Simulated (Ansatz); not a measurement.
**C₂H₂FNO: how energies converge with the basis set**

Aim: see how fast density functionals converge with the basis set for C₂H₂FNO.

Method: one geometry, several basis sets; program: Ansatz 0.2.0, Gaussian basis.

Plan: PBE0-D4/def2-SVP; ωB97M-V/def2-SVP; PBE0-D4/def2-QZVPP; ωB97M-V/def2-QZVPP; the functionals' def2-TZVPP values are taken from earlier runs.

### Step 1. The relaxed structure

The geometry comes from an earlier relaxation with PBE0-D4 in a triple-zeta def2 set; it is a stationary point, not always the lowest conformer.

SMILES `N=C(F)C=O`, 7 atoms, charge 0, spin multiplicity 1.

Atoms are counted from 1 here; the program's logs count them from 0.

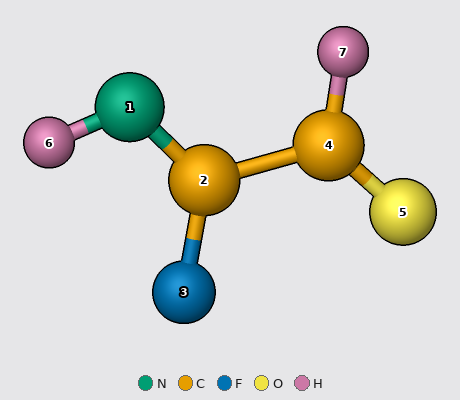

The structure; nitrogen teal, carbon amber, fluorine blue, oxygen yellow, hydrogen pink; atoms are numbered from 1 in the order of the file.

### Step 2. PBE0-D4 in def2-SVP

The input, in.yaml:

```yaml
crystal:
  periodic: [false, false, false]
  atoms:
    - {symbol: N, position_ang: [-1.315363, -0.359736, 0.319704]}
    - {symbol: C, position_ang: [-0.133430, 0.037743, 0.374898]}
    - {symbol: F, position_ang: [0.467836, 0.501162, 1.466407]}
    - {symbol: C, position_ang: [0.740435, 0.021932, -0.844831]}
    - {symbol: O, position_ang: [1.876692, 0.391471, -0.842175]}
    - {symbol: H, position_ang: [-1.793483, -0.293918, 1.217562]}
    - {symbol: H, position_ang: [0.218512, -0.366654, -1.737266]}
basis:
  gaussian: {orbitals: def2-SVP}
hamiltonian: {xc: pbe0, dispersion: d4}
output: {orbitals: {seedname: orbitals}}
```

On the command line:

```sh
$ ansatz run in.yaml --threads 2 --pin off --events-out ev --progress --plain --max-ram 4352MiB
```

Further steps of the session: ωB97M-V in def2-SVP; PBE0-D4 in def2-QZVPP; ωB97M-V in def2-QZVPP.

**Question.** What will the summary of the whole plan be? Wanted: PBE0-D4: double and triple zeta above quadruple; ωB97M-V: double and triple zeta above quadruple.

**Answer**, as computed:

| quantity | value |
| --- | --- |
| PBE0-D4: double and triple zeta above quadruple | 10.25, 0.44 eV |
| ωB97M-V: double and triple zeta above quadruple | 10.50, 0.41 eV |

**Reading.** For PBE0-D4 the step from double to triple zeta gains 9.82 eV and the next only 0.44 eV. These are total energies; as a rule much of such shifts cancels in differences, which this series doesn't test.
